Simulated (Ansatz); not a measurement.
**A workflow on CS (carbon monosulfide)**

Wanted: a series of 72 runs (HF/STO-3G, UHF/STO-3G, HF/3-21G, UHF/3-21G, HF/6-31G*, UHF/6-31G*, B3LYP/6-31G*, UB3LYP/6-31G*, and more) of CS. 

The calculation is run with Ansatz 0.2.0.

## 1. The system as given

CS: 2 atoms, total charge 0, spin state singlet. As SMILES, `[C-]#[S+]`. Geometry: the measured bond length. The run starts from this shape.

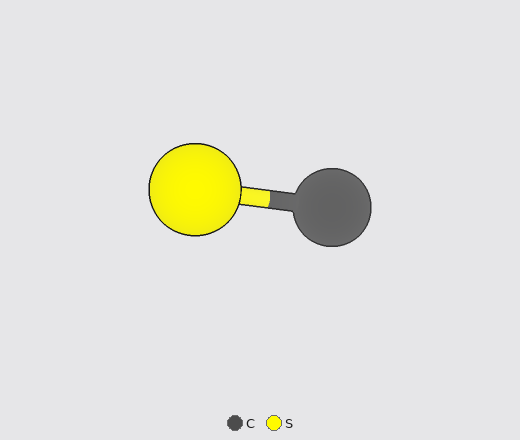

Viewed from a chosen angle; carbon dark grey, sulfur yellow.

## 2. A structure relaxation at HF/STO-3G (run 1)

File molecule.yaml:

```yaml
crystal:
  periodic: [false, false, false]
  atoms:
    - {symbol: C, position_ang: [0.000000, 0.000000, 0.000000]}
    - {symbol: S, position_ang: [0.000000, 0.000000, 1.534941]}
basis:
  gaussian:
    orbitals: STO-3G
relax:
  f_tol: 0.002
hamiltonian:
  xc: hf
output: {orbitals: {seedname: orbitals}}
```

Launch:

```
$ ansatz run molecule.yaml --threads 1 --pin off --max-ram 3480MiB --events-out events.jsonl --progress --plain --runs-dir runs
```

The log of the run:

```text
Warning: RAYON_NUM_THREADS=1 ignored (pool sized by the plan → 1); use --threads N
The last accepted step is kept in runs//last_step.txt (removed where the run ends without a failure and the disk answers)
[... 43 lines left out ...]
Total energy: -11713.73086313 eV, -430.4716693679 hartree
[... 2 lines left out ...]
Dipole moment:     0.000000    -0.000000     0.209428 e Å
```

It took 0.4 s on 1 thread of Intel Xeon 6975P-C (Granite Rapids), shared host.

Steps, from the record of the run:

| step | energy from the first frame kept (eV) | largest force (eV/Å) |
| --- | --- | --- |
| 1 | 0.0000 | 1.2277 |
| 2 | -0.0092 | 0.3459 |
| 3 | -0.0100 | 0.0075 |
| 4 | -0.0100 | 0.0073 |
| 5 | -0.0100 | 0.0000 |

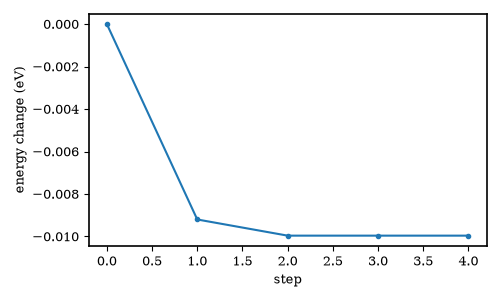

Energy along the run.

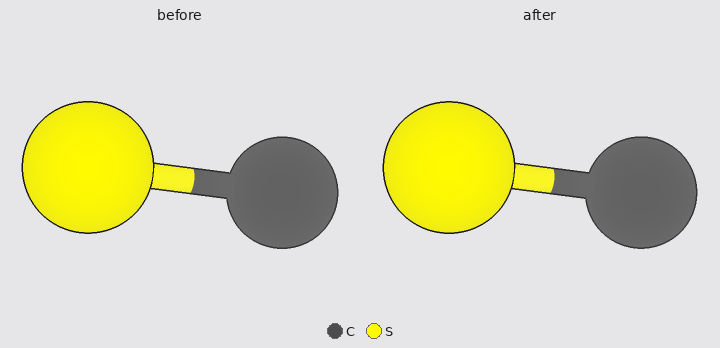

Before and after, at one scale.

After the run. Bond lengths: C1–S2 1.519 Å.

## 3. Vibrational wavenumbers at HF/STO-3G (run 2)

File run.yaml:

```yaml
crystal:
  periodic: [false, false, false]
  atoms:
    - {symbol: C, position_ang: [0.000000, 0.000000, 0.008008]}
    - {symbol: S, position_ang: [-0.000000, -0.000000, 1.526933]}
basis:
  gaussian:
    orbitals: STO-3G
phonons:
  temperatures:
    t_min: 298.15
    t_max: 298.15
    t_step: 1
hamiltonian:
  xc: hf
```

Launch:

```
$ ansatz run run.yaml --threads 1 --pin off --max-ram 3480MiB --events-out events.jsonl --progress --plain --runs-dir runs
```

The log of the run:

```text
Warning: RAYON_NUM_THREADS=1 ignored (pool sized by the plan → 1); use --threads N
[... 76 lines left out ...]
Total energy: -11713.73086313 eV, -430.4716693679 hartree
[... 2 lines left out ...]
Dipole moment:     0.000000     0.000000     0.209429 e Å
Vibrations: 1574.93 cm⁻¹, zero-point energy 0.097633 eV
```

It took 0.58 s on 1 thread of Intel Xeon 6975P-C (Granite Rapids), shared host.

Runs 3 to 32 aren't shown in full; the table further down has their settings and results.

## 4. A geometry optimisation at CCSD(T)/def2-TZVP (run 33)

File job.yaml:

```yaml
crystal:
  periodic: [false, false, false]
  atoms:
    - symbol: C
      position_ang: [0.000000, 0.000000, 0.000000]
    - symbol: S
      position_ang: [0.000000, 0.000000, 1.534941]
basis:
  gaussian:
    orbitals: def2-TZVP
correlation:
  method: ccsd_t
accuracy: high
scf:
  omitted_lower_state_checks: [cluster_reference]
relax:
  f_tol: 0.002
output: {orbitals: {seedname: orbitals}}
```

Launch:

```
$ ansatz run job.yaml --threads 1 --pin off --max-ram 3480MiB --events-out events.jsonl --progress --plain --runs-dir runs
```

The log of the run:

```text
Warning: RAYON_NUM_THREADS=1 ignored (pool sized by the plan → 1); use --threads N
[... 1 set-up line as earlier in the session ...]
[... 11 lines left out ...]
6 core orbitals not correlated: weight in the atoms' cores, before any rotation towards them, 1.000 or more for the frozen orbitals, at most 0.000 for the correlated occupied ones
[... 97 lines left out ...]
6 core orbitals not correlated: weight in the atoms' cores, before any rotation towards them, 1.000 or more for the frozen orbitals, at most 0.000 for the correlated occupied ones
[... 59 lines left out ...]
Dipole moment:    -0.000000    -0.000000     0.401575 e Å
Checks for a lower state left out: cluster_reference
```

Run time: 26 s. Hardware: 1 thread of Intel Xeon 6975P-C (Granite Rapids), shared host; peak memory 0.32 GiB.

The path in brief:

| step | energy from the first frame kept (eV) | largest force (eV/Å) |
| --- | --- | --- |
| 1 | 0.0000 | 0.5036 |
| 2 | -0.0018 | 0.2439 |
| 3 | -0.0023 | 0.0044 |
| 4 | -0.0023 | 0.0000 |

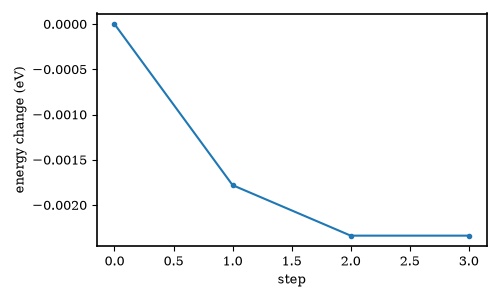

Energy along the run.

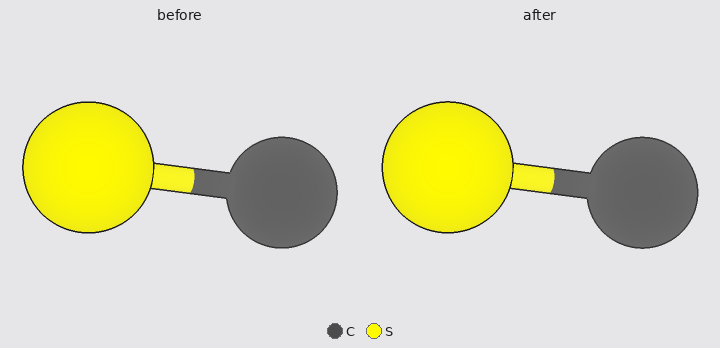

Before and after, at one scale.

After the run. Bond lengths: C1–S2 1.544 Å.

Runs 34 to 71 aren't shown in full; the table further down has their settings and results.

## 5. The doublet cation: a structure relaxation at U-wB97M-V/def2-TZVPD (run 72)

File in.yaml:

```yaml
crystal:
  periodic: [false, false, false]
  atoms:
    - {symbol: C, position_ang: [0.000000, -0.000000, 0.006031]}
    - {symbol: S, position_ang: [-0.000000, 0.000000, 1.528910]}
basis:
  gaussian: {orbitals: def2-TZVPD}
hamiltonian: {xc: {name: wB97M-V}}
relax: {}
total_charge: 1
magnetization: {spin_polarized: true, initial_magnetization: 1}
```

Launch:

```
$ ansatz run in.yaml --threads 1 --pin off --max-ram 3480MiB --events-out events.jsonl --progress --plain --runs-dir runs
```

The log of the run:

```text
Warning: RAYON_NUM_THREADS=1 ignored (pool sized by the plan → 1); use --threads N
[... 26 lines left out ...]
470 factors; their error is unknown
[... 11 lines left out ...]
470 factors; their error is unknown
[... 6 lines left out ...]
470 factors; their error is unknown
[... 7 lines left out ...]
470 factors; their error is unknown
[... 6 lines left out ...]
470 factors; their error is unknown
[... 5 lines left out ...]
470 factors; their error is unknown
[... 5 lines left out ...]
Total energy: -11858.46878457 eV, -435.7906898740 hartree
[... 2 lines left out ...]
Dipole moment:     0.000000     0.000000    -0.111917 e Å
```

It took 16 s on 1 thread of Intel Xeon 6975P-C (Granite Rapids), shared host; peak memory 0.21 GiB.

Steps, from the record of the run:

| step | energy from the first frame kept (eV) | largest force (eV/Å) |
| --- | --- | --- |
| 1 | 0.0000 | 2.6884 |
| 2 | -0.0495 | 1.3063 |
| 3 | -0.0628 | 0.1465 |
| 4 | -0.0629 | 0.0678 |
| 5 | -0.0629 | 0.0001 |

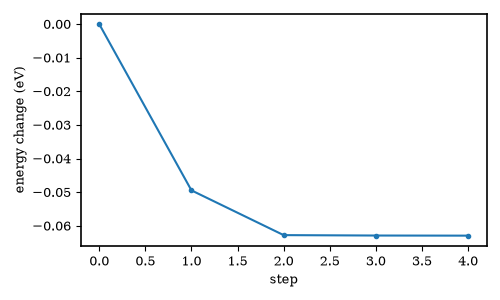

Energy along the run.

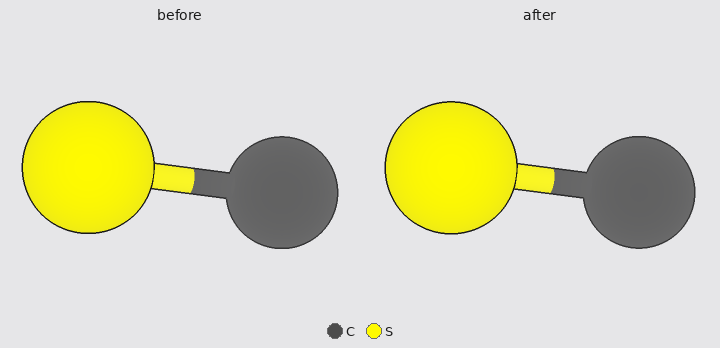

Before and after, at one scale.

After the run. Bond lengths: C1–S2 1.478 Å.

## 6. Overview of the runs

| run | level | task | walk f tol | partner | energy (Eh) | wall time |
| --- | --- | --- | --- | --- | --- | --- |
| 1 | HF/STO-3G | optimise | 0.002 | base | -430.471669 | 0.4 s |
| 2 | HF/STO-3G | frequencies | – | base | -430.471669 | 0.58 s |
| 3 | UHF/STO-3G | energy | – | cation | -430.223771 | 0.08 s |
| 4 | UHF/STO-3G | optimise | – | cation | -430.227801 | 0.5 s |
| 5 | HF/3-21G | optimise | 0.002 | base | -433.122928 | 0.58 s |
| 6 | HF/3-21G | frequencies | – | base | -433.122928 | 1.1 s |
| 7 | UHF/3-21G | energy | – | cation | -432.758579 | 0.18 s |
| 8 | UHF/3-21G | optimise | – | cation | -432.758822 | 0.7 s |
| 9 | HF/6-31G* (Cartesian functions) | optimise | 0.002 | base | -435.304315 | 1.1 s |
| 10 | HF/6-31G* (Cartesian functions) | frequencies | – | base | -435.304315 | 2 s |
| 11 | UHF/6-31G* (Cartesian functions) | energy | – | cation | -434.941260 | 0.38 s |
| 12 | UHF/6-31G* (Cartesian functions) | optimise | – | cation | -434.941270 | 1.2 s |
| 13 | B3LYP/6-31G* (Cartesian functions) | optimise | 0.002 | base | -436.209303 | 1.7 s |
| 14 | B3LYP/6-31G* (Cartesian functions) | frequencies | – | base | -436.209303 | 3.3 s |
| 15 | UB3LYP/6-31G* (Cartesian functions) | energy | – | cation | -435.788650 | 0.48 s |
| 16 | UB3LYP/6-31G* (Cartesian functions) | optimise | – | cation | -435.791148 | 3.3 s |
| 17 | PBE/def2-SVP | optimise | 0.002 | base | -435.838514 | 0.99 s |
| 18 | PBE/def2-SVP | frequencies | – | base | -435.838514 | 1.8 s |
| 19 | UPBE/def2-SVP | energy | – | cation | -435.422015 | 0.38 s |
| 20 | UPBE/def2-SVP | optimise | – | cation | -435.424104 | 1.8 s |
| 21 | MP2/6-31G* (Cartesian functions) | optimise | 0.002 | base | -435.542656 | 1.1 s |
| 22 | MP2/6-31G* (Cartesian functions) | frequencies | – | base | -435.542656 | 2.2 s |
| 23 | UMP2/6-31G* (Cartesian functions) | energy | – | cation | -435.107989 | 0.5 s |
| 24 | UMP2/6-31G* (Cartesian functions) | optimise | – | cation | -435.115289 | 2.2 s |
| 25 | BLYP/cc-pVTZ | optimise | 0.002 | base | -436.239236 | 1.8 s |
| 26 | BLYP/cc-pVTZ | frequencies | – | base | -436.239236 | 3.6 s |
| 27 | UBLYP/cc-pVTZ | energy | – | cation | -435.825499 | 0.99 s |
| 28 | UBLYP/cc-pVTZ | optimise | – | cation | -435.827535 | 4.5 s |
| 29 | HF/cc-pVTZ | optimise | 0.002 | base | -435.353120 | 1.6 s |
| 30 | HF/cc-pVTZ | frequencies | – | base | -435.353120 | 3.6 s |
| 31 | UHF/cc-pVTZ | energy | – | cation | -434.989600 | 0.76 s |
| 32 | UHF/cc-pVTZ | optimise | – | cation | -434.989647 | 2.7 s |
| 33 | CCSD(T)/def2-TZVP | optimise | 0.002 | base | -435.687508 | 26 s |
| 34 | CCSD(T)/def2-TZVP | frequencies | – | base | -435.687508 | 59 s |
| 35 | UCCSD(T)/def2-TZVP | energy | – | cation | -435.270573 | 6.6 s |
| 36 | UCCSD(T)/def2-TZVP | optimise | – | cation | -435.273150 | 93 s |
| 37 | B3LYP-D4/def2-TZVP | optimise | 0.002 | base | -436.258666 | 1.8 s |
| 38 | B3LYP-D4/def2-TZVP | frequencies | – | base | -436.258666 | 5.4 s |
| 39 | UB3LYP-D4/def2-TZVP | energy | – | cation | -435.836755 | 0.77 s |
| 40 | UB3LYP-D4/def2-TZVP | optimise | – | cation | -435.839029 | 4.5 s |
| 41 | CCSD(T)/cc-pVTZ | optimise | 0.002 | base | -435.692775 | 20 s |
| 42 | CCSD(T)/cc-pVTZ | frequencies | – | base | -435.692775 | 59 s |
| 43 | UCCSD(T)/cc-pVTZ | energy | – | cation | -435.275371 | 11 s |
| 44 | UCCSD(T)/cc-pVTZ | optimise | – | cation | -435.277926 | 82 s |
| 45 | r2SCAN/def2-TZVP | optimise | 0.002 | base | -436.185776 | 2.8 s |
| 46 | r2SCAN/def2-TZVP | frequencies | – | base | -436.185776 | 6.3 s |
| 47 | U-r2SCAN/def2-TZVP | energy | – | cation | -435.773234 | 1.2 s |
| 48 | U-r2SCAN/def2-TZVP | optimise | – | cation | -435.775706 | 6.9 s |
| 49 | MP2/aug-cc-pVDZ | optimise | 0.002 | base | -435.588640 | 2.9 s |
| 50 | MP2/aug-cc-pVDZ | frequencies | – | base | -435.588640 | 6 s |
| 51 | UMP2/aug-cc-pVDZ | energy | – | cation | -435.138586 | 1.6 s |
| 52 | UMP2/aug-cc-pVDZ | optimise | – | cation | -435.145988 | 6.6 s |
| 53 | wB97X-V/def2-TZVP | optimise | 0.002 | base | -436.162652 | 7.2 s |
| 54 | wB97X-V/def2-TZVP | frequencies | – | base | -436.162652 | 12 s |
| 55 | U-wB97X-V/def2-TZVP | energy | – | cation | -435.739139 | 1.9 s |
| 56 | U-wB97X-V/def2-TZVP | optimise | – | cation | -435.741493 | 13 s |
| 57 | CCSD/cc-pVDZ | optimise | 0.002 | base | -435.590512 | 3.9 s |
| 58 | CCSD/cc-pVDZ | frequencies | – | base | -435.590512 | 7.2 s |
| 59 | UCCSD/cc-pVDZ | energy | – | cation | -435.185197 | 1.2 s |
| 60 | UCCSD/cc-pVDZ | optimise | – | cation | -435.186975 | 9.6 s |
| 61 | CCSD(T)/cc-pVDZ | optimise | 0.002 | base | -435.605317 | 4.2 s |
| 62 | CCSD(T)/cc-pVDZ | frequencies | – | base | -435.605317 | 8.1 s |
| 63 | UCCSD(T)/cc-pVDZ | energy | – | cation | -435.196730 | 1.1 s |
| 64 | UCCSD(T)/cc-pVDZ | optimise | – | cation | -435.199096 | 9.6 s |
| 65 | PBE-D3(BJ)/def2-TZVP | optimise | 0.002 | base | -436.021940 | 1.8 s |
| 66 | PBE-D3(BJ)/def2-TZVP | frequencies | – | base | -436.021940 | 3.6 s |
| 67 | UPBE-D3(BJ)/def2-TZVP | energy | – | cation | -435.606581 | 0.54 s |
| 68 | UPBE-D3(BJ)/def2-TZVP | optimise | – | cation | -435.608849 | 3.6 s |
| 69 | wB97M-V/def2-TZVPD | optimise | 0.002 | base | -436.211927 | 9.3 s |
| 70 | wB97M-V/def2-TZVPD | frequencies | – | base | -436.211927 | 14 s |
| 71 | U-wB97M-V/def2-TZVPD | energy | – | cation | -435.788377 | 2.6 s |
| 72 | U-wB97M-V/def2-TZVPD | optimise | – | cation | -435.790690 | 16 s |

## 7. Summary of results

```
                                                                                quantity          value
                                         doublet cation, run 72: total energy at the end  -435.79069 Eh
                                                     doublet cation, run 72: bond length        1.478 Å
                                                            doublet cation, run 72: ⟨S²⟩          0.790
                           vertical ionisation energy (to the doublet cation), HF/6-31G*       9.879 eV
                          vertical ionisation energy (to the doublet cation), MP2/6-31G*      11.828 eV
                   vertical ionisation energy (to the doublet cation), CCSD(T)/def2-TZVP      11.345 eV
                   vertical ionisation energy (to the doublet cation), wB97X-V/def2-TZVP      11.524 eV
                        vertical ionisation energy (to the doublet cation), CCSD/cc-pVDZ      11.029 eV
                  vertical ionisation energy (to the doublet cation), wB97M-V/def2-TZVPD      11.525 eV
      adiabatic ionisation energy (to the doublet cation, no zero-point term), HF/6-31G*       9.879 eV
adiabatic ionisation energy (to the doublet cation, no zero-point term), MP2/aug-cc-pVDZ      12.045 eV
```

At HF/6-31G*: removing an electron at fixed nuclei costs 9.88 eV (953 kJ/mol). Its partner is spin-contaminated (⟨S²⟩ = 1.57 against 0.75), so the difference is in doubt. At MP2/6-31G*: the vertical ionisation energy comes to 11.83 eV (1141 kJ/mol). Its partner is spin-contaminated (⟨S²⟩ = 1.65 against 0.75), so the difference is in doubt. At CCSD(T)/def2-TZVP: the vertical ionisation energy comes to 11.35 eV (1095 kJ/mol). Its partner is spin-contaminated (⟨S²⟩ = 1.64 against 0.75), so the difference is in doubt. Totals of different functionals can't be ranked against each other. In runs 1, 2, 3, 4 the basis is minimal, so the values are rough. Spin contamination of the reference: run 4 ⟨S²⟩ = 1.91, run 8 ⟨S²⟩ = 1.76, run 3 ⟨S²⟩ = 1.72, run 7 ⟨S²⟩ = 1.72, run 63 ⟨S²⟩ = 1.67, run 51 ⟨S²⟩ = 1.66 (the largest). Where it is this large, the reference is a mixture of spin states, and values that rest on it are in doubt. All runs together took 9.7 min, the longest 93 s.
